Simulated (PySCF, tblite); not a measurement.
# C4H13NOSi: geometry, infrared bands and NMR shifts

Wanted: the infrared bands and NMR shifts of C4H13NOSi (`CO[SiH2]NC(C)C`), by calculation.

Programs: tblite 0.8.0 and PySCF 2.14.0, with density-fitted response routines of our own. Each step states its level of theory. These are calculated values for one molecule in the gas phase, unless marked as measured. Atoms are numbered from 0 throughout.

### Step 1. The molecule as given

20 atoms, charge 0, multiplicity 1; geometry from: force field or distance geometry start.

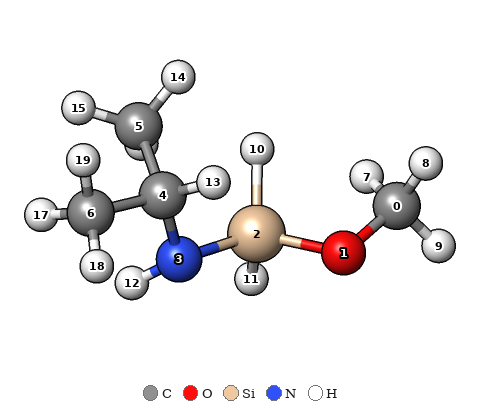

The starting geometry (carbon grey, oxygen red, silicon light orange, nitrogen blue, hydrogen white), atoms numbered.

### Step 2. Relaxing the molecule with GFN2-xTB

What the job is given:

```
{"job": {"kind": "relax", "xc": "GFN2-xTB", "basis": "xTB"}, "charge": 0, "multiplicity": 1}
C      3.275300    -0.375100     0.333600
O      2.176100    -1.161800    -0.088600
Si     1.171700    -0.085400    -0.934500
N     -0.492600    -0.695800    -1.035600
C     -1.227100    -0.301600     0.153500
C     -1.252400     1.224800     0.199500
C     -2.702500    -0.688600     0.019300
H      3.191300     0.650000    -0.102000
H      3.370700    -0.330300     1.428700
H      4.167800    -0.826800    -0.131500
H      1.242400     1.197300    -0.182500
H      1.729700     0.076900    -2.291000
H     -0.986300    -0.538000    -1.900600
H     -0.761700    -0.732600     1.050700
H     -0.805700     1.551500     1.168500
H     -2.280300     1.625400     0.127000
H     -0.690300     1.607100    -0.674900
H     -3.119500    -0.076500    -0.796000
H     -2.837500    -1.767400    -0.146700
H     -3.174100    -0.342400     0.980600
```

The run is started by

```sh
OMP_NUM_THREADS=1 python probes_run.py task.json out
```

The driver reads the jobs from task.json and runs them one after another.

**Question.** This job is followed by: GFN2-xTB harmonic vibrations, gas phase; GIAO PBE0/pcSseg-1 NMR shielding, non-relativistic, gas phase. Predict these results of the whole session: strongest single infrared mode (GFN2-xTB); zero-point energy (GFN2-xTB); ¹³C shifts against TMS (PBE0/pcSseg-1, means over atoms taken as alike); ¹H shifts against TMS (PBE0/pcSseg-1, means over atoms taken as alike); ¹⁷O shifts against H2O (PBE0/pcSseg-1); ²⁹Si shifts against TMS (PBE0/pcSseg-1); ¹⁵N shifts against NH3 (PBE0/pcSseg-1).

As calculated:

| quantity | value |
| --- | --- |
| strongest single infrared mode (GFN2-xTB) | 2126 cm⁻¹, 401 km/mol |
| zero-point energy (GFN2-xTB) | 104.7 kcal/mol |
| ¹³C shifts against TMS (PBE0/pcSseg-1, means over atoms taken as alike) | 51.9, 43.5, 28.7 ppm |
| ¹H shifts against TMS (PBE0/pcSseg-1, means over atoms taken as alike) | 5.10, 3.87, 3.32, 1.05, -0.73 ppm |
| ¹⁷O shifts against H2O (PBE0/pcSseg-1) | -1.8 ppm |
| ²⁹Si shifts against TMS (PBE0/pcSseg-1) | -32.9 ppm |
| ¹⁵N shifts against NH3 (PBE0/pcSseg-1) | 57.3 ppm |

In words: Over 115 steps the energy fell by 1.351 eV; of the close pairs, O1–Si2 changed most, 1.698 to 1.624 Å. All 54 modes are real, so the xTB geometry is a minimum. The strongest single mode, at 2126 cm⁻¹, moves mainly H10. Unscaled tight-binding wavenumbers are off by several per cent, some by more. Its intensities can rank the bands wrongly. C0 (methyl carbon bonded to O) lies farthest downfield among carbon, at 51.9 ppm; pulled downfield by the heteroatom. At PBE0/pcSseg-1: The widest tensor belongs to Si2: span 90 ppm, with a paramagnetic part of -501 ppm.
